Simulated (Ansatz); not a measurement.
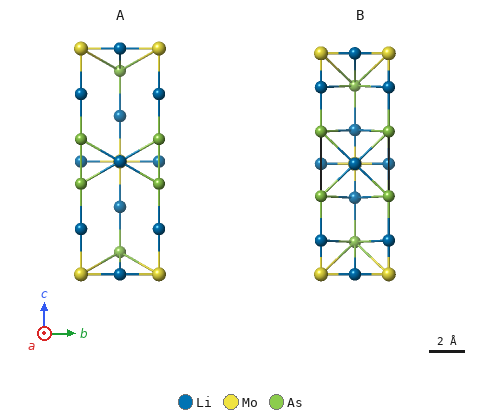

Two geometries of solid Li4MoAs2 (built on the K2NiF4 type) (coarse preliminary run), drawn at one scale. One is the start of a relaxation, the other its converged end. A ball-and-stick model of the conventional cell (2 times the calculation's cell), seen along the a axis. Lengths and directions refer to the drawn axes.

All numbers below come from DFT PBE, scalar-relativistic, plane waves, PAW (Ansatz 0.2.0). (plane-wave cutoff 420 eV; k-point mesh 6 × 6 × 6; occupations gaussian; smearing width 0.1 eV; no spin polarisation; cell and atoms relaxed; force threshold 0.04 eV/Å; at most 70 steps)

Q: Which geometry has the lower energy?

A: Structure A is the relaxed one. Case: K2NiF4 type (I4/mmm, No. 139). After 9 accepted moves (11 points after the start) the energy has fallen by 616 meV per atom. The largest force component goes from 4.4 to 0.0058 eV/Å. The pressure goes from 17.67 to 0.02 GPa. At 2 points the geometry stayed and the basis and grid were re-selected for the new cell (energy shift of 3.3 meV per atom at most each time). The largest moves relative to the cell, 0.63 Å, are those of Li and As atoms. Largest moves by element: Li 0.63 Å, As 0.62 Å. Mo stays in place. The drawn cell changes as follows: a = b 3.941 → 4.534 Å (+15.1 %), c 12.854 → 13.133 Å (+2.2 %); the volume changes by +35.2 %. Some distances before and after: As–As 3.759 → 2.597 Å, As–Li 2.788 → 3.475 Å, Li–Mo 1.971 → 2.639 Å, Li–Mo 1.971 → 2.267 Å. Bond angles that change, for instance: As–Li–As 87.3° → 59.6°, Li–As–Li 92.7° → 120.4°, As–Li–As 92.7° → 120.4°. The space group stays I4/mmm (No. 139).
